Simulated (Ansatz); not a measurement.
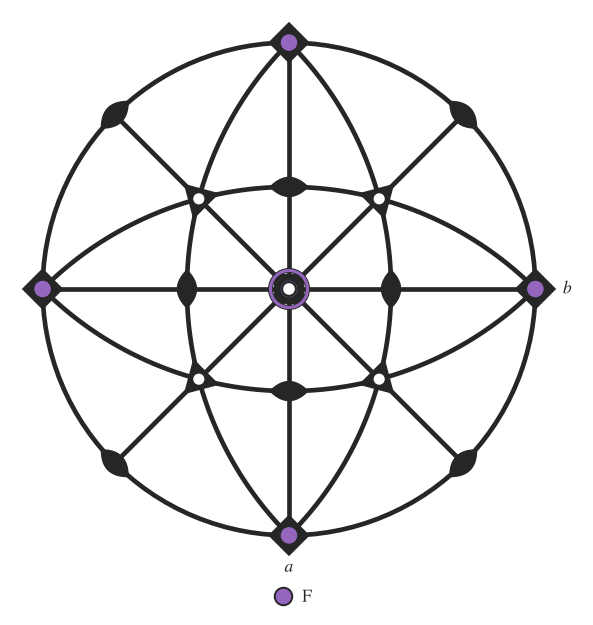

Crystal: SrB₂MoF₆, the geometry relaxed (final pressure about 41 GPa) with DFT, PAW plane waves, r2scan in Ansatz 0.2.0; the starting structure was generated, so it need not be a known form of this composition. Directions from one molybdenum atom at (0, 0, 0) to its bonded neighbours, in stereographic projection down c (filled: above the plane of the page or in it, open: below). Geometry calculated from the standardised cell; symmetry tolerance 0.002 Å.

Neighbours are counted up to 2.36 Å for F; other elements are left out. The symmetry elements of the site are drawn in: heavy lines are mirror planes (a heavy rim: a mirror in the plane of the page); lens, triangle, square and hexagon are 2-, 3-, 4- and 6-fold axes, a lens in an open square is −4, a triangle in an open hexagon −6; thin dashed diameters join the ends of axes that lie in the page; a small open circle marks inversion.

```
CELL_PARAMETERS angstrom
7.89650 0.00000 0.00000
0.00000 7.89650 0.00000
0.00000 0.00000 7.89650
ATOMIC_POSITIONS crystal
B 0.25000 0.75000 0.75000
B 0.25000 0.25000 0.75000
F 0.23342 0.00000 0.00000
F 0.50000 0.73342 0.00000
F 0.76658 0.00000 0.00000
F 0.50000 0.26658 0.00000
F 0.50000 0.00000 0.73342
F 0.00000 0.00000 0.76658
Sr 0.50000 0.00000 0.00000
Mo 0.00000 0.00000 0.00000
B 0.25000 0.25000 0.25000
B 0.25000 0.75000 0.25000
F 0.23342 0.50000 0.50000
F 0.50000 0.23342 0.50000
F 0.76658 0.50000 0.50000
F 0.50000 0.76658 0.50000
F 0.50000 0.50000 0.23342
F 0.00000 0.50000 0.26658
Sr 0.50000 0.50000 0.50000
Mo 0.00000 0.50000 0.50000
B 0.75000 0.75000 0.25000
B 0.75000 0.25000 0.25000
F 0.73342 0.00000 0.50000
F 0.00000 0.73342 0.50000
F 0.26658 0.00000 0.50000
F 0.00000 0.26658 0.50000
F 0.00000 0.00000 0.23342
F 0.50000 0.00000 0.26658
Sr 0.00000 0.00000 0.50000
Mo 0.50000 0.00000 0.50000
B 0.75000 0.25000 0.75000
B 0.75000 0.75000 0.75000
F 0.73342 0.50000 0.00000
F 0.00000 0.23342 0.00000
F 0.26658 0.50000 0.00000
F 0.00000 0.76658 0.00000
F 0.00000 0.50000 0.73342
F 0.50000 0.50000 0.76658
Sr 0.00000 0.50000 0.00000
Mo 0.50000 0.50000 0.00000
```

**How many neighbours are there, and at what angles?**

6: 6 F at 1.84 Å. Angles between bonds: 90° (12×), 180° (3×).

**What is the site's symmetry in the crystal?**

Point group m-3m (Oh), order 48: three fourfold axes, four threefold axes, six twofold axes, nine mirror planes, an inversion centre. In No. 225, Fm-3m this is Wyckoff position 4a.
